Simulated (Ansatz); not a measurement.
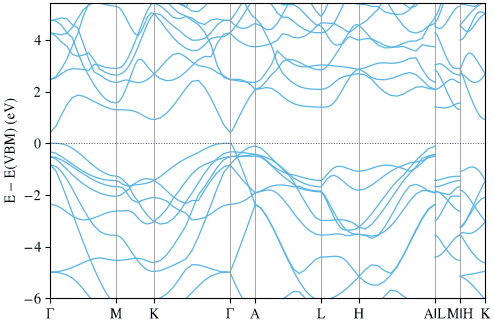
Figure: Band structure from r²SCAN in the plane-wave PAW code Ansatz

The gap is 0.42 eV; an edge lies off the plotted path or next to a special point (maximum on the Γ–M line, 4 % of the way from Γ, minimum at Γ).

The material is InP in space group P6_422 (No. 181; In on 3c, P on 3d).

The start of the workflow was typed in or built on a structure type; neither database checked (COD, Materials Project) lists it. It is not the phase usual at ambient conditions (space group No. 216). The cell was relaxed with r²SCAN under the symmetry of its start; whether a distortion lowers the energy is not shown. Scalar-relativistic: spin–orbit coupling is off unless named, which matters more the heavier the elements.

Potentials: the later of the program's two PAW sets.
